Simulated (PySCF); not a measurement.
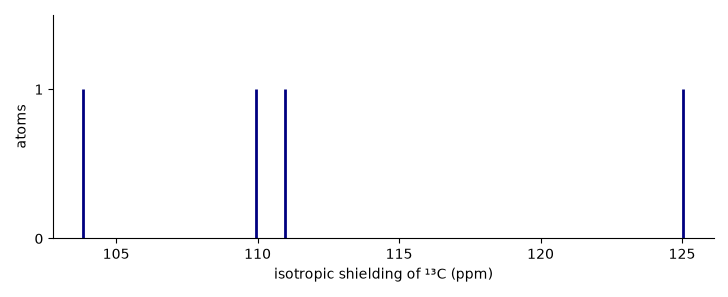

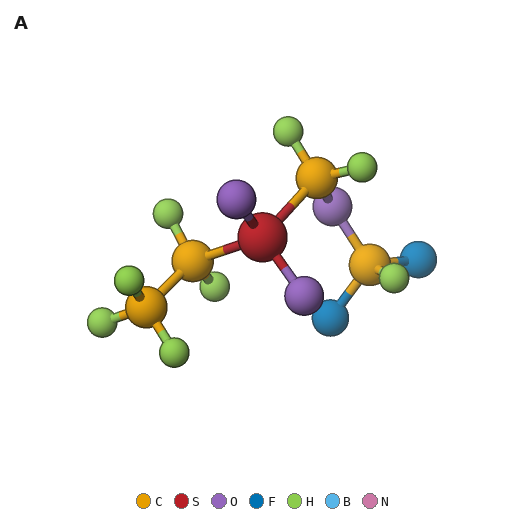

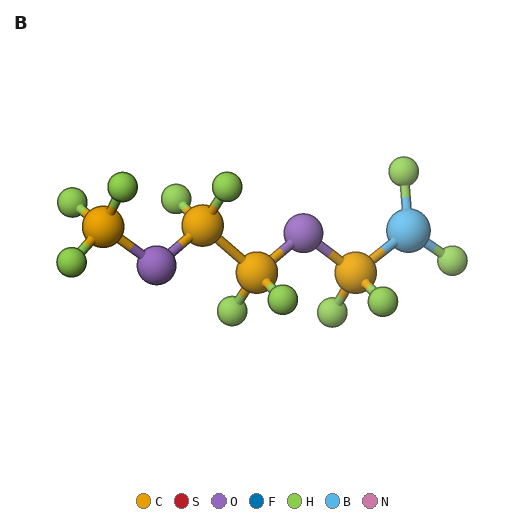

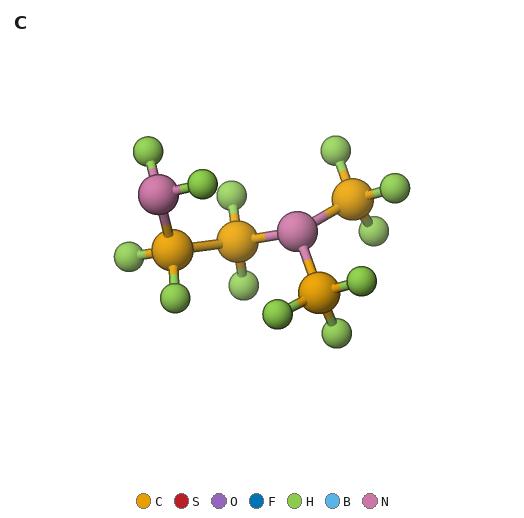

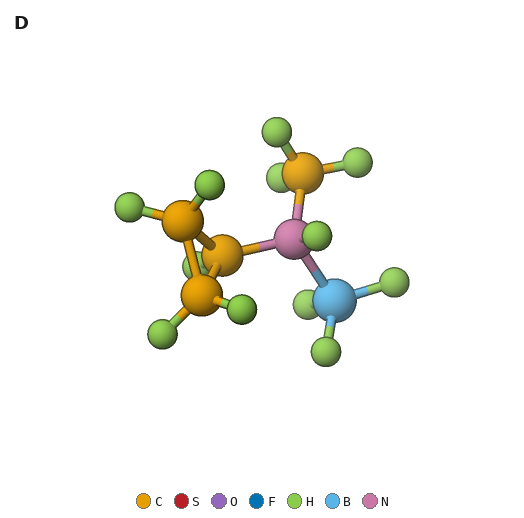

The sticks are computed shieldings of one of the molecules, for one fixed geometry (GFN2-xTB) without averaging over rotations. Low shielding means a high chemical shift. Method: GIAO PBE0/pcSseg-1 NMR shielding, non-relativistic, gas phase (PySCF 2.14.0).

### Match the spectrum to a structure.

B, `BCOCCOC`. Its 4 C atoms give lines at 103.8, 109.9, 111.0, 125.1 ppm.

The geometry is semi-empirical. Around B such bond lengths and angles can be off by a tenth of an ångström or more and by several degrees, and values that hang on the shape move with them.
